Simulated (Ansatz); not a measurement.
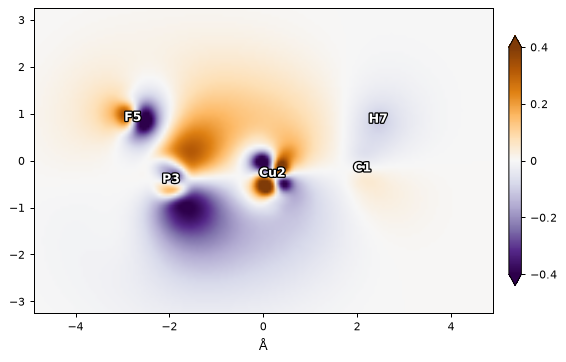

The picture shows: CH3CuF3P (SMILES [CH3][Cu-][P+](F)(F)F). The LUMO on the plane of atoms Cu2, P3 and F5 (values in Å⁻³ᐟ²; the overall sign is arbitrary).

Geometry: PBE0-D4/def2-TZVP.

Theory: Ansatz, RKS PBE0-D4/def2-TZVPP.

Input

```
crystal:
  periodic: [false, false, false]
  atoms:
    - {symbol: C, position_ang: [-0.241454, -1.712093, 1.264736]}
    - {symbol: Cu, position_ang: [-0.024634, -0.176911, 0.130228]}
    - {symbol: P, position_ang: [0.218919, 1.551528, -1.146276]}
    - {symbol: F, position_ang: [-0.618755, 1.629866, -2.449732]}
    - {symbol: F, position_ang: [1.624567, 1.841712, -1.735151]}
    - {symbol: F, position_ang: [-0.100068, 2.952043, -0.560087]}
    - {symbol: H, position_ang: [0.719989, -2.195205, 1.465848]}
    - {symbol: H, position_ang: [-0.897208, -2.456874, 0.802668]}
    - {symbol: H, position_ang: [-0.681356, -1.434076, 2.227765]}
basis:
  gaussian: {orbitals: def2-TZVPP}
hamiltonian: {xc: pbe0, dispersion: d4}
output: {orbitals: {seedname: orbitals}}
```

Run with:

```sh
ansatz run in.yaml --threads 4 --pin off --events-out ev --progress --plain --max-ram 11315MiB
```

Question: Where does this orbital lie, and at what energy?

Answer: By Hirshfeld shares it lies mainly on P3 (about 50 %) and Cu2 (about 30 %). It is one of a degenerate set, so its orientation is arbitrary. Its energy is −1.46 eV.
